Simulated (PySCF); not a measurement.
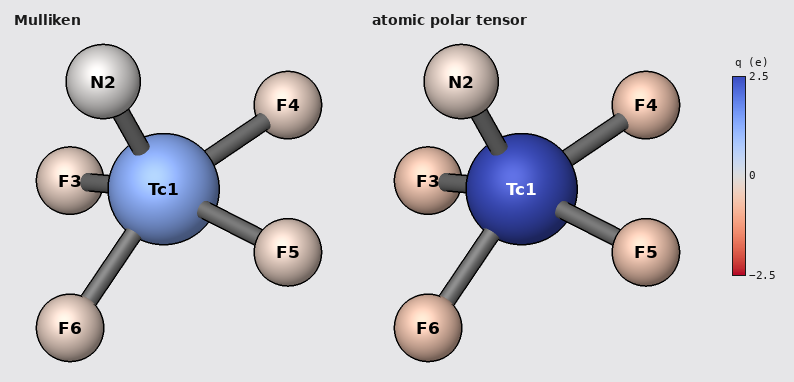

Atomic charges of one calculation by 2 schemes, on one colour scale. Charge 0, singlet. The geometry was computed by an optimisation with B3LYP/def2-SVP with core potentials. Method: B3LYP/def2-SVP, core potentials on Tc (PySCF 2.14.0).

Which scheme gives the most polar picture (largest mean size of the charges)?

The atomic polar tensor charges are the largest in size here.

List the charges (e), one line for each set of equivalent atoms.

```
       atom  Mulliken  atomic polar tensor
        Tc1      1.22                 2.48
         N2     −0.03                −0.25
F3, F4, F5…     −0.30                −0.56
```

The search tried a few shapes and spins; others may lie lower.
